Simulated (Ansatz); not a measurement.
C2H6OSSi

Input

```
crystal:
  periodic: [false, false, false]
  atoms:
    - { symbol: C, position_ang: [0.3736, 0.2121, 1.8696] }
    - { symbol: C, position_ang: [0.4049, 0.2913, 0.5205] }
    - { symbol: O, position_ang: [1.1099, 1.3359, -0.0601] }
    - { symbol: Si, position_ang: [-0.3395, -0.9647, -0.5886] }
    - { symbol: S, position_ang: [-0.4313, -0.0929, -2.5613] }
    - { symbol: H, position_ang: [-0.2227, -0.4935, 2.3961] }
    - { symbol: H, position_ang: [0.8471, 1.0201, 2.4595] }
    - { symbol: H, position_ang: [1.1588, 1.2669, -1.0268] }
    - { symbol: H, position_ang: [-1.8089, -1.2136, -0.1216] }
    - { symbol: H, position_ang: [0.3813, -2.2263, -0.6074] }
    - { symbol: H, position_ang: [-1.408, 0.8075, -2.2594] }
basis:
  gaussian: { orbitals: "6-31G*" }
hamiltonian:
  xc: cam_b3lyp
relax:
  f_tol: 0.02
  max_steps: 50
output:
  orbitals: {}
```

Launched as:

```sh
ansatz run input.yaml --threads 2 --pin off --max-ram 3072MiB --backend cpu --events-out ev --progress --plain --runs-dir out
```

The fields are those of the relaxed geometry.

Theory: Ansatz 0.2.0, RKS CAM-B3LYP/6-31G*.

Question: Predict the electron density and electron localisation function between the atoms.

Answer: C–C (1.33 Å): ρ is about 2.3 e/Å³ halfway; the ELF peaks at about 0.95 between the atoms (a short, multiple covalent bond).
C–O (1.37 Å): ρ is about 2.2 e/Å³ halfway, with its minimum of 1.9 e/Å³ about 0.5 Å from C; the ELF peaks at about 0.90 between the atoms: a shared but strongly polarised pair.
C–Si (1.87 Å): ρ at the midpoint is about 1 e/Å³; the ELF peaks at about 1 between the atoms, as expected for a covalent bond.
O–H (0.97 Å): ρ at the midpoint is about 3.6 e/Å³; the ELF climbs to about 1 towards the hydrogen, as it does in any bond to H (an ordinary covalent bond to hydrogen).

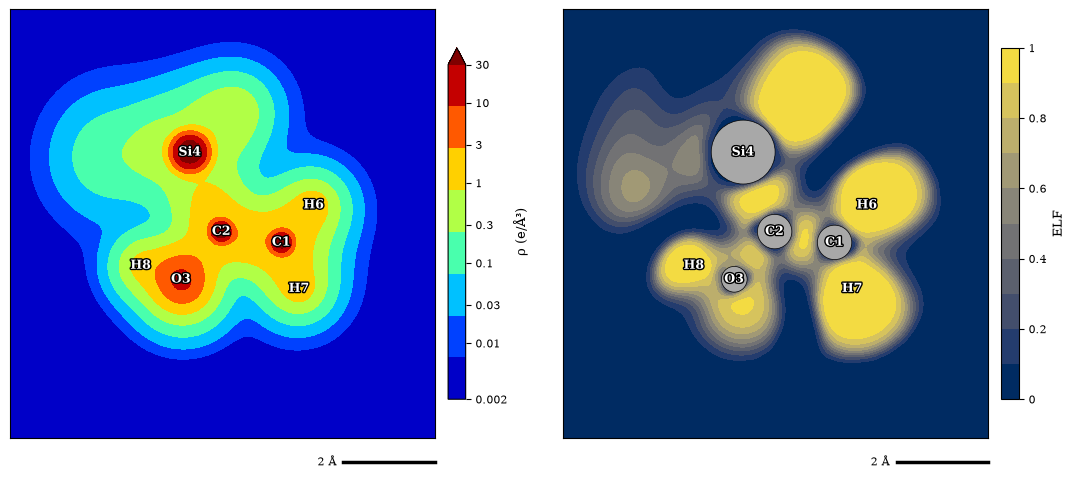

Computed electron density and electron localisation function on the plane of atoms C1, C2 and Si4, in this order. Grey discs cover the atomic cores in the ELF map. 
